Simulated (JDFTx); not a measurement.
System: Zn(1 0 -1 0) (P6_3/mmc bulk; lattice of mp-79, not re-optimised at this level), 1x1 cell of 8 atoms in 8 planes, area 12.74 Å² a face, 7.7 Å between the outermost planes in a cell 23.5 Å high; k mesh 8×4×1, Fermi width 0.01 Ha, no spin polarisation.

All numbers are PBE, GBRV ultrasoft potentials, plane waves to 20/100 Ha results from JDFTx (a modified build), not measurements. Liquid on both sides: CANDLE, water, 1 M NaF; nuclei fixed. U vs SHE = −μ/e − 4.44 V throughout (conventional absolute potential of the hydrogen electrode).

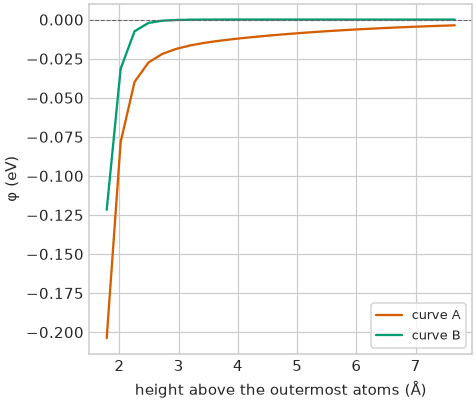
Figure: Plane-averaged electrostatic potential energy of an electron for two states of the electrode

Q: One curve is the neutral slab. Which, and what is the sign of the other's charge?

A: Curve B is neutral (potential of zero charge, -0.47 V). Curve A is positively charged, 4.1 μC/cm² at -0.15 V.
